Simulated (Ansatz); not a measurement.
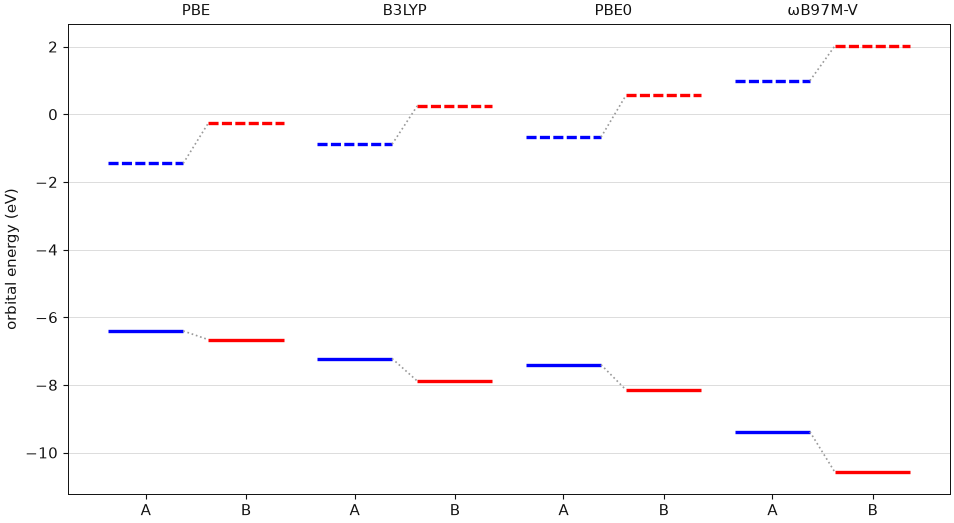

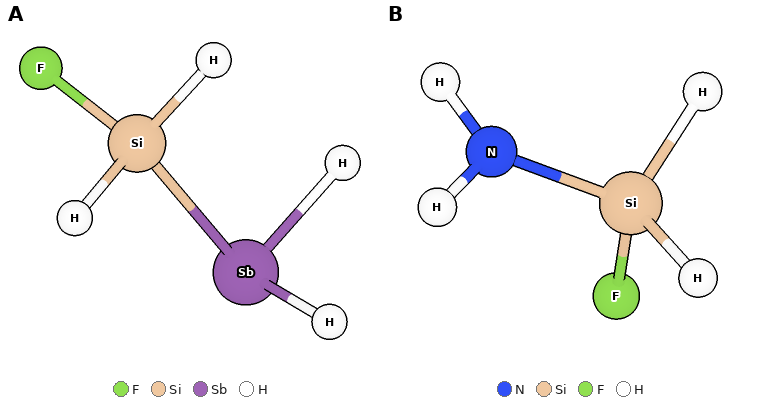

One change: A, SiSbH₄F (SMILES F[SiH2][SbH2]), becomes B, SiNH₄F (SMILES N[SiH2]F). SbH₂ on Si is replaced by NH₂. HOMO (solid) and LUMO (dashed) computed in def2-TZVPP at PBE0-D4/def2-TZVP geometries, both minima by their frequencies, gas phase, the Ansatz code. Empty levels above zero depend strongly on the basis.

### What does the change do to HOMO and LUMO?

PBE: the HOMO falls by 0.26 eV, the LUMO rises by 1.19 eV, and the separation goes from 4.95 to 6.40 eV. B3LYP: the HOMO falls by 0.66 eV, the LUMO rises by 1.13 eV, and the separation goes from 6.34 to 8.13 eV. PBE0: the HOMO falls by 0.75 eV, the LUMO rises by 1.24 eV, and the separation goes from 6.73 to 8.72 eV. ωB97M-V: the HOMO falls by 1.20 eV, the LUMO rises by 1.03 eV, and the separation goes from 10.38 to 12.61 eV.

### Do the functionals agree on the effect?

They agree on the direction for both levels; the HOMO shift lies between −1.20 and −0.26 eV and the LUMO shift between 1.03 and 1.24 eV, while the separations themselves differ by up to 6.2 eV between functionals.

Known limits of this run: core potentials past krypton; spin-orbit coupling is left out, and with Sb it can shift these values.
